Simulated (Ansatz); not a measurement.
Consider CFGaOS.

```yaml
atoms:
  - { symbol: F, position_ang: [-0.2652, -1.5879, 0.8236] }
  - { symbol: Ga, position_ang: [0.3335, -0.6999, 2.2668] }
  - { symbol: O, position_ang: [-0.4585, -0.0987, -1.9099] }
  - { symbol: C, position_ang: [-0.0557, 0.6402, -1.1312] }
  - { symbol: S, position_ang: [0.4957, 1.6727, -0.0908] }
```

Geometry: PBE0-D4/def2-TZVP; at this geometry the atoms fall into two loosely joined parts.

These are results of RKS PBE0-D4/def2-TZVPP in Ansatz, not measurements.

Predict the electron density and electron localisation function between the atoms.

C–O (1.15 Å): the density is about 3.9 e/Å³ at the midpoint; the ELF peaks at about 0.85 between the atoms; a multiple bond.
C–S (1.57 Å): ρ is about 1.7 e/Å³ halfway; the ELF peaks at about 0.90 between the atoms (localised, covalent bonding).
Ga–F (1.80 Å): ρ at the midpoint is about 0.8 e/Å³; the ELF peaks at about 0.80 in the valence shell of F, 0.5 Å from its nucleus, and is about 0.15 at the midpoint.

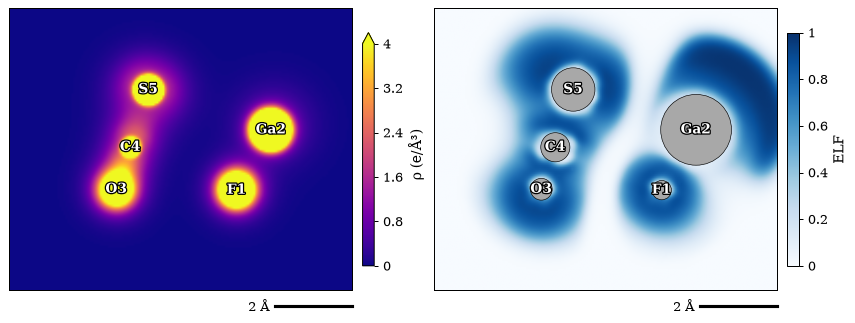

Computed electron density and electron localisation function on the molecular plane, in this order. Grey discs cover the atomic cores in the ELF map. 
